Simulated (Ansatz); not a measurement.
# Site preference of Al in place of Si in amorphous Si0.8Ge0.2 (114 atoms): runs compared

Aim: make Al in place of Si at several sites of amorphous Si0.8Ge0.2 (114 atoms), relax each, and compare their energies.

Computed with Ansatz 0.2.0: Kohn-Sham DFT, PBE, PAW (set soft_1), plane waves.

## Step 1: The cell as built

The cell holds 114 atoms: 91 Si and 23 Ge. Its edges and angles: a = 13.435 Å, b = 13.435 Å, c = 13.435 Å, α = 90.0°, β = 90.0°, γ = 90.0°. 114 atoms (91 Si, 23 Ge) placed at random at 2.89 g/cm³, melted at 3500 K for 10 ps at fixed volume with the Tersoff potential (Tersoff, Phys. Rev. B 39, 5566 (1989)). Quenched from 3100 K to 500 K at 50 K/ps and fixed volume, held 5 ps, then minimised at fixed cell.

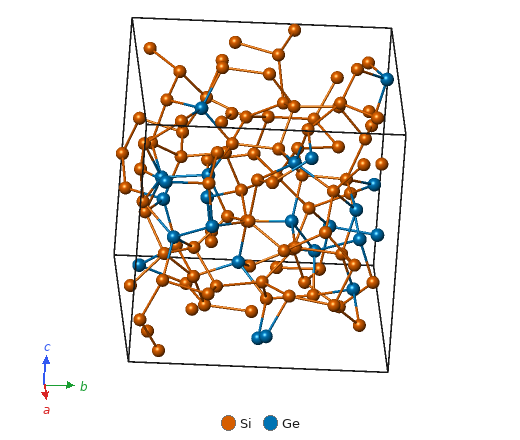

The cell as built. Bonds to atoms that aren't drawn are left out. Some periodic images of atoms are drawn too.

Limits known from the start: The quench rate of 50 K/ps far exceeds what a furnace or splat quench reaches, so expect more defects and frozen-in strain than in a real sample. The network of bonds at the start is that of the classical potential that made the cell, and needn't be the one that DFT or experiment would give. Only the Γ point is sampled, in a cell whose shortest periodic width is 13 Å.

## Step 2: The reference run

The reference is a single point at the end of the relaxation.

Every defect cell starts from the geometry of this run and is relaxed in the fixed cell.

Its input, with most atom lines left out:

```yaml
crystal:
  lattice:
    - [13.4349, 0.0, 0.0]
    - [0.0, 13.4349, 0.0]
    - [0.0, 0.0, 13.4349]
  atoms:
    - { symbol: Si, position: [0.78749, 0.74737, 0.65442] }
    - { symbol: Si, position: [0.62123, 0.01072, 0.14961] }
    - { symbol: Si, position: [0.86543, 0.84122, 0.79123] }
    - { symbol: Si, position: [0.79133, 0.48049, 0.50586] }
    - { symbol: Si, position: [0.46707, 0.6607, 0.59128] }
    - { symbol: Si, position: [0.2683, 0.3779, 0.18018] }
    - { symbol: Si, position: [0.78965, 0.34167, 0.24278] }
    [... atom lines 8 to 114 left out ...]
kpoints:
  mp_grid: { grid: [1, 1, 1] }
hamiltonian:
  xc: pbe
  pseudopotentials: { kind: paw, azcp: { folder: soft_1 } }
scf:
  occupations: { method: gaussian, width: 0.025 }
output:
  forces: true
  stress: true
  populations: true
  dos:
    method: { smearing: { sigma: 0.15 } }
    de: 0.1
    projected: { site_lists: { Ge: [Ge], Si: [Si] } }
  eigenvalues: true
  write_density: true
  write_potential: true
  volumetric_format: npy
  elf: true
```

| Property | Result |
| --- | --- |
| free energy per atom | -1373.8006 eV/atom |
| r.m.s. force component | 0.00835 eV/Å |
| pressure | -1.245 GPa |

Filled and empty levels are parted by 0.153 eV (at Γ alone); a semilocal functional tends to put such gaps too low. In a disordered cell it changes from sample to sample, and tail or defect levels can set it.

## Step 3: The runs

Each row is one run, on 4 threads of Arm Neoverse V2, shared host. The free energy is the program's total, comparable only between runs with the same functional, potentials and atoms.

```
                                 run  atoms    outcome  ionic steps, all passes  free energy (eV)     time  host memory (GiB)
           Single point at the start    114  converged                        -       -156609.570     30 s                3.1
                          Relaxation    114  converged                       13       -156613.273  3.9 min                3.1
Single point at the relaxed geometry    114  converged                        -       -156613.273     46 s                3.1
       Al on a site of Si, site Si38    114  converged                       13       -156515.209  6.6 min                3.2
       Al on a site of Si, site Si24    114  converged                       16       -156515.381  8.7 min                3.2
       Al on a site of Si, site Si18    114  converged                       14       -156514.906  7.3 min                3.2
       Al on a site of Si, site Si40    114  converged                       12       -156514.929  6.1 min                3.2
       Al on a site of Si, site Si44    114  converged                        5       -156514.655  2.7 min                3.2
       Al on a site of Si, site Si26    114  converged                       16       -156515.237  8.8 min                3.2
```

A closer look about site Si24, the cheapest one, after relaxation: 10 atoms, nearest first, numbered in the order of the input, with positions taken from that point.

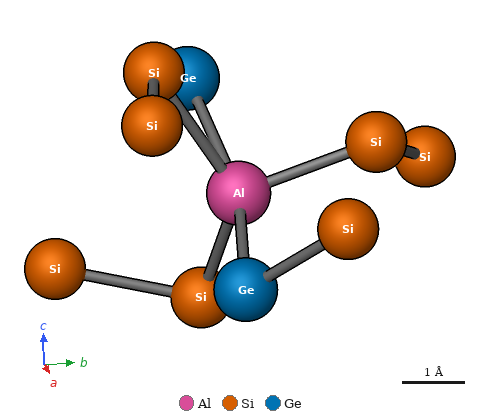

The atoms of the table, within 4.0 Å (arrows a, b, c point along x, y, z); some may hide others.

```
 atom      x      y      z  distance (Å)  bonds
 Al24   0.04   0.01  -0.09          0.10      5
 Si21   0.32   2.26   0.73          2.40      4
 Si58  -1.37  -0.47  -2.13          2.57      4
 Si36   0.57  -1.40   2.12          2.60      4
Ge107   2.35  -0.17  -1.19          2.64      4
Ge110  -2.19  -0.53   1.37          2.64      3
 Si15  -1.61  -2.84  -1.60          3.64      4
 Si41  -1.62   3.28   0.01          3.66      4
 Si23   2.89  -1.72   1.75          3.80      4
 Si90   3.78   1.38   0.08          4.02      4
```

The column of bonds counts only the pairs Si-Si within 2.88 Å, Si-Ge within 2.88 Å, Si-Al within 3.08 Å, Ge-Ge within 2.88 Å, Ge-Al within 3.12 Å; other neighbours, such as metal atoms beside each other in a compound, aren't counted, and periodic images can show an atom twice.

## Step 4: The sites compared

All these cells hold the same atoms, so their energies can be compared with no chemical potential.

```
site  neighbours  mean distance (Å)  atoms within 6 Å  energy over the best site (eV)  before relaxation (eV)  gain on relaxing (eV)
Si24      Si3Ge2               2.53                41                            0.00                    0.00                   0.30
Si26         Si4               2.43                43                            0.14                    0.38                   0.54
Si38         Si4               2.40                41                            0.17                    0.27                   0.40
Si40         Si4               2.39                48                            0.45                    0.63                   0.48
Si18       SiGe3               2.40                44                            0.47                    0.68                   0.51
Si44       Si3Ge               2.40                37                            0.73                    0.60                   0.18
```

Neighbours are those of the relaxed host within 2.88 Å (Si-Si), 2.77 Å (Si-Ge); other pairs aren't counted.

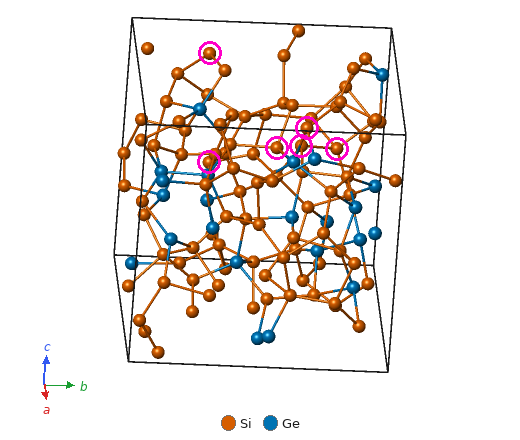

The relaxed cell with the tried sites ringed. Bonds to atoms that aren't drawn are left out. Some periodic images of atoms are drawn too.

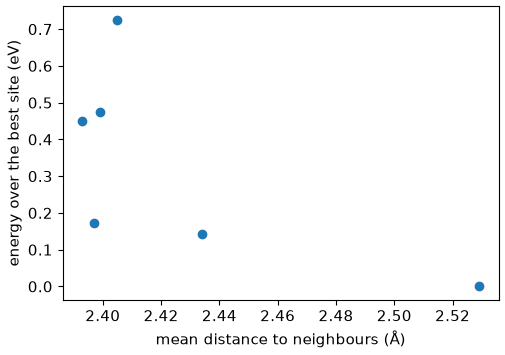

Site energy against the site's surroundings.

## Step 5: Findings

The cheapest site is Si24 (5 neighbours, Si3Ge2); the dearest, Si44 (4 neighbours, Si3Ge), costs 0.73 eV more. By coordination the energies over the best site are 0.14 to 0.73 eV with 4 neighbours and 0.00 eV with 5 neighbours. Relaxation gains 0.18 to 0.54 eV and leaves the best site the same.

Caveats: Defects are neutral and interact with their images. In a disordered cell the relaxation can also rearrange atoms far from the site. Only 6 of the 91 Si sites were tried; unless symmetry makes the others alike to these, a cheaper one may exist. The change leaves an odd electron count, and these runs have no spin polarisation.

The DFT runs together took 45 min of wall time.

[Logs are printed without paths, hosts, clocks, repeated set-up lines and the standing remarks that a program may print on its own settings, such as how far it seeks lower states.]

[Hosts, paths, dates, database ids (printed as entryN), source tags and the programs' standing remarks are cut or masked in the printed files.]
